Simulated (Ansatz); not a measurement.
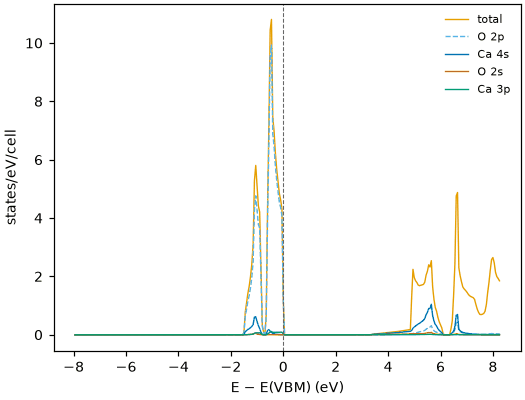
*Total and projected density of states of CaO (zinc blende, F-43m), PBEsol in the plane-wave PAW code Ansatz*

Q: Which orbitals carry the states next to the gap?

A: Top 1 eV of the valence band: O 2p 92 %, outside the projected shells 5 %. Bottom 1 eV of the conduction band: Ca 4s 70 %, O 2s 18 %, O 2p 8 %. Projections are on Löwdin-orthogonalised atomic valence shells; empty p or d shells of many metals are not among them.

Q: Where is the tallest occupied peak in this window, and what makes it?

A: Near -0.5 eV, about 11 states/eV per cell; the largest projected share is O 2p.

The start of the workflow was typed in or built on a structure type; neither database checked (COD, Materials Project) lists it. It is not the phase usual at ambient conditions (space group No. 225). The cell was relaxed with PBEsol under the symmetry of its start; whether a distortion lowers the energy is not shown.

Potentials: the earlier of the program's two PAW sets. The files were generated under PBE; for other functionals the program regenerates the frozen cores, and for LDA and PBEsol the local potential too.
